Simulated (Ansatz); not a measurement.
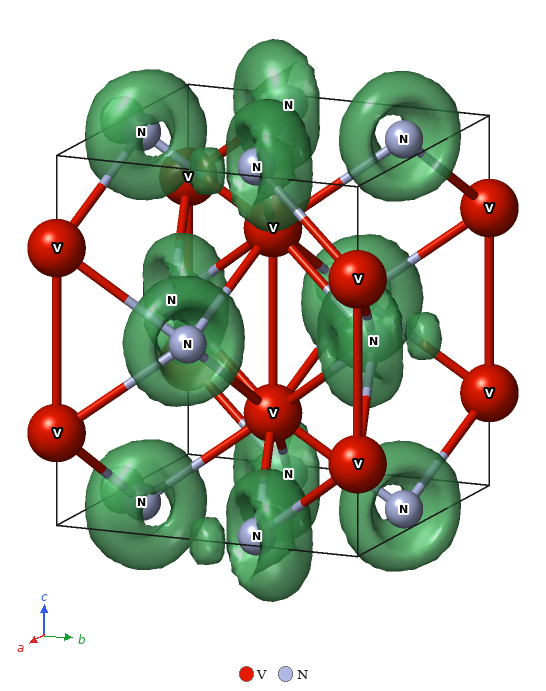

The picture shows: VN2. Isosurface of the ELF at 0.75 (green), seen slightly off an axis. Core shells and regions of very low density are left out. Sticks mark near contacts.

Space group I4/mcm; not relaxed (largest force 0.5 eV/Å); computed pressure about −12 GPa in this cell; computed without spin polarisation.

These are results of Ansatz, DFT PBEsol, scalar-relativistic, plane waves, PAW, not measurements.

Core electrons are frozen (PAW), and the valence fields are smoothed inside the atomic spheres.

Q: What do the ELF domains correspond to?

A: The ELF exceeds this value in four regions between bonded N–N atoms and eight regions wrapped around N (the valence shell of each), counted in one cell of 12 atoms. Any copies at cell faces, edges or corners count once.

Values along the shortest contacts:
N–N (1.40 Å): the ELF peaks at about 0.85 between the atoms. V–N (2.13 Å): the ELF peaks at about 0.90 in the valence shell of N, 0.7 Å from its nucleus, and is about 0.30 at the midpoint: no shared electron pair shows on this line.
